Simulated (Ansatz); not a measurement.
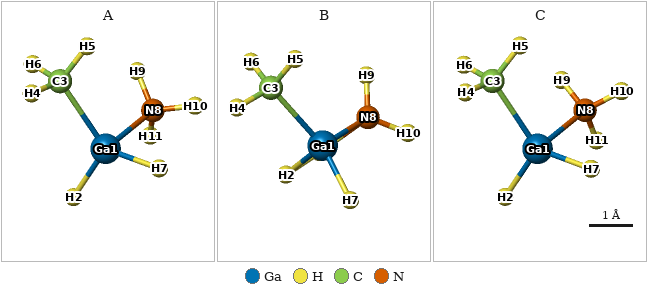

3 geometries from a converged minimum-energy path of CH₈GaN, shuffled. A ball-and-stick model, seen from a free direction.

Theory: RKS PBE0-D4/def2-mTZVP (Ansatz). Set-up: 9 movable images; climbing image; force threshold 0.05 eV/Å; iteration limit 60; starting path through a guess of the saddle point.

One of them is the converged climbing image. Which?

Answer. B. In order along the path, whose images run from 0 to 10: C (image 1, +0.1 kcal/mol), A (image 2, +0.4 kcal/mol), B (image 5, +38.4 kcal/mol). Breaking: Ga1–H2 (1.59 → 1.92 at the top → 3.64 Å), N8–H11 (1.02 → 1.43 at the top → 3.22 Å). Forming: H2–H11 (3.04 → 0.99 at the top → 0.75 Å).

The run took 3.6 min on 2 threads of INTEL(R) XEON(R) PLATINUM 8581C CPU @ 2.30GHz (Emerald Rapids), with other jobs on the host, peak memory 0.23 GiB.
